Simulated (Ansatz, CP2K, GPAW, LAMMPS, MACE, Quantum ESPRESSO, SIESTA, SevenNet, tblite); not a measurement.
## Liquid (Cs,Li)Cl at 1400 K (68 atoms): runs against a plane-wave reference

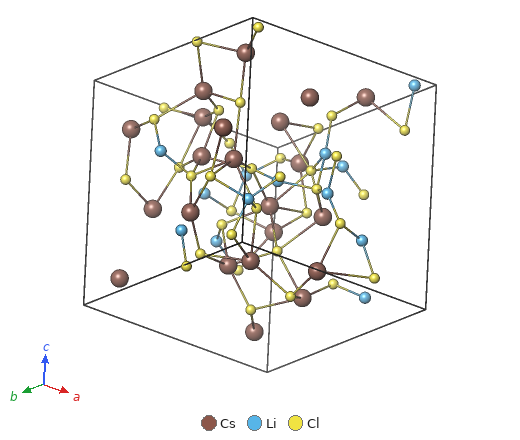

The cell (caesium brown, lithium blue, chlorine yellow). Bonds to atoms that aren't drawn are left out. Some periodic images of atoms are drawn too.

Density of this cell: 2.29 g/cm³. The cell holds 68 atoms: 22 Cs, 12 Li and 34 Cl. Its edges and angles: a = 14.507 Å, b = 14.507 Å, c = 14.507 Å, α = 90.0°, β = 90.0°, γ = 90.0°. 68 atoms (22 Cs, 12 Li, 34 Cl) placed at random at 2.29 g/cm³, melted at 1800 K for 10 ps at fixed volume with the Lennard-Jones and Coulomb ion parameters for SPC/E (Joung and Cheatham, J. Phys. Chem. B 112, 9020 (2008)), full charges. Snapshot at the end of a hold of 20 ps at 1400 K and fixed volume.

Geometry: as built.

The reference, a calculation:

```
method                                           : Kohn-Sham DFT, PBE, SSSP efficiency 1.3.0 pseudopotentials, plane waves (Quantum ESPRESSO 7.5); sssp-pbe-1.3.0-efficiency, cutoffs 45/360 Ry, Γ point
r.m.s. force component                           : 0.5272 eV/Å
longest force                                    : 1.91 eV/Å
pressure                                         : 1.048 GPa
gap (highest filled to lowest empty level) : 2.948 eV
time                                             : 3.9 min on 4 MPI ranks of Arm Neoverse V2, shared host
CPU time                                         : 16 min
```

**Question.** The same geometry is run in other programs. How far does each lie from the reference, and what does it cost?
- SIESTA PBE, SZP, shift 0.01 Ry, mesh 300 Ry (SIESTA 5.4.2; 1 thread)
- CP2K GFN1-xTB, OT DIIS (CP2K 2026.2; 1 thread)
- GPAW LDA, LCAO dzp, h 0.2 Å (GPAW 26.7.0; 1 thread)
- CP2K PBE, TZVP-UZH, 800/50 Ry, OT DIIS (CP2K 2026.2; 2 threads)
- tblite GFN1-xTB (tblite 0.8.0; 1 thread)
- MACE MP-0b2 small potential (MACE MP-0b2 small; 1 thread)
- SIESTA PBE, SZ, shift 0.01 Ry, mesh 300 Ry (SIESTA 5.4.2; 1 thread)
- GPAW PBE, LCAO dzp, h 0.2 Å, other mixer settings (GPAW 26.7.0; 1 thread)
- GPAW PBE, LCAO dzp, h 0.2 Å (GPAW 26.7.0; 1 thread)
- CP2K PBE, DZVP-MOLOPT-SR, 800/50 Ry, OT DIIS (CP2K 2026.2; 2 threads)

Differences are against the plane-wave reference, forces as r.m.s. over components; share is that over the reference's r.m.s. force, slope the least-squares factor from reference forces to these. Total energies of different programs have different zeros and aren't compared.

| run | Δ force, r.m.s. (meV/Å) | share (%) | slope | Δ pressure (GPa) | Δ gap (eV) | cores | CPU time | memory (GiB) |
| --- | --- | --- | --- | --- | --- | --- | --- | --- |
| reference | - | - | - | - | - | 4 | 16 min | 7 |
| SIESTA PBE, SZP, shift 0.01 Ry, mesh 300 Ry (coarse) | 245 | 46.5 | 1.387 | 0.0637 | -0.994 | 1 | 2.3 min | 1.4 |
| CP2K GFN1-xTB, OT DIIS | 596 | 113 | 0.388 | -14.7 | - | 1 | 3.8 s | 0.43 |
| GPAW LDA, LCAO dzp, h 0.2 Å | 77.4 | 14.7 | 0.946 | - | -0.195 | 1 | 7.2 min | 2.9 |
| CP2K PBE, TZVP-UZH, 800/50 Ry, OT DIIS | 86.3 | 16.4 | 1.139 | 0.408 | -0.111 | 2 | 12 min | 5.9 |
| tblite GFN1-xTB | 349 | 66.2 | 0.509 | -3.31 | - | 1 | 2.4 s | 0.17 |
| MACE MP-0b2 small potential | 139 | 26.4 | 1.099 | -0.0588 | - | 1 | 5.8 s | 0.67 |
| SIESTA PBE, SZ, shift 0.01 Ry, mesh 300 Ry (coarse) | 213 | 40.5 | 1.313 | -0.547 | -1.90 | 1 | 78 s | 0.85 |
| GPAW PBE, LCAO dzp, h 0.2 Å, other mixer settings | 66.4 | 12.6 | 1.093 | - | -0.0839 | 1 | 8.7 min | 2.6 |
| GPAW PBE, LCAO dzp, h 0.2 Å | 65.9 | 12.5 | 1.091 | - | -0.0836 | 1 | 7.4 min | 2.9 |
| CP2K PBE, DZVP-MOLOPT-SR, 800/50 Ry, OT DIIS | 67.1 | 12.7 | 1.111 | 0.214 | -0.208 | 2 | 12 min | 5.8 |

Rows marked coarse were listed beforehand as settings not expected to be converged; some can still land near the reference.

Times of the machine-learned potentials are mostly Python's start and the loading of weights.

CPU time is summed over cores on a shared host, where runs went side by side, so it is rough. Symmetry, cutoffs, thresholds, outputs and thread counts weren't matched or tuned between programs; memory under MPI is the largest rank's times the ranks.

The PBE runs in local orbitals, coarse settings apart, differ by 13 % (GPAW PBE, LCAO dzp, h 0.2 Å) to 16 % (CP2K PBE, TZVP-UZH, 800/50 Ry, OT DIIS); basis, grid and potentials can all enter. Tight binding differs by 66 % (tblite GFN1-xTB) to 113 % (CP2K GFN1-xTB, OT DIIS); it is another model, with fitted parameters of its own, and the xTB methods hold dispersion. Machine-learned potentials differ by 26 % (MACE MP-0b2 small potential); they were trained on other programs' data. Rows with another functional or a dispersion term differ by 15 % (GPAW LDA, LCAO dzp, h 0.2 Å), which mixes the change of model with differences of basis and potentials. Periodic xTB results under one method name differ between programs and library versions. The network of bonds at the start is that of the classical potential that made the cell, and needn't be the one that DFT or experiment would give. The electronic-structure runs sample only Γ, in a cell whose shortest periodic width is 15 Å.

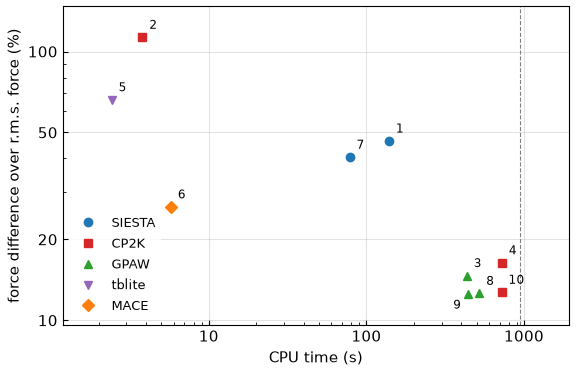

Force difference against CPU time; the dashed line marks the reference's time. Points: 1 SIESTA PBE, SZP, shift 0.01 Ry, mesh 300 Ry; 2 CP2K GFN1-xTB, OT DIIS; 3 GPAW LDA, LCAO dzp, h 0.2 Å; 4 CP2K PBE, TZVP-UZH, 800/50 Ry, OT DIIS; 5 tblite GFN1-xTB; 6 MACE MP-0b2 small potential; 7 SIESTA PBE, SZ, shift 0.01 Ry, mesh 300 Ry; 8 GPAW PBE, LCAO dzp, h 0.2 Å, other mixer settings; 9 GPAW PBE, LCAO dzp, h 0.2 Å; 10 CP2K PBE, DZVP-MOLOPT-SR, 800/50 Ry, OT DIIS.

[Logs are printed without paths, hosts, clocks, repeated set-up lines and the standing remarks that a program may print on its own settings, such as how far it seeks lower states.]

[Hosts, paths, dates, database ids (printed as entryN), source tags and the programs' standing remarks are cut or masked in the printed files.]
